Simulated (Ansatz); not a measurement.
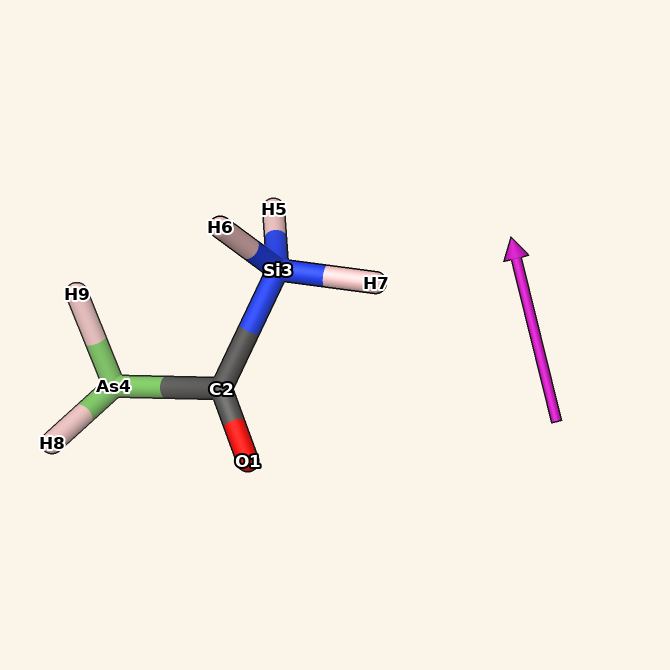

The arrow beside the molecule shows the direction of the dipole moment, from the negative to the positive end (its length means nothing). The computed structure is the end point of a PBE-D4/def2-SVP optimisation. No frequency run is at hand to confirm it as a minimum. Properties computed with RKS PBE-D4/def2-SVP (Ansatz 0.2.0).

Question: How large is the dipole moment?

Answer: 1.62 D; it points from the side of O1 to the side of H5 (the outermost atoms at the two ends).
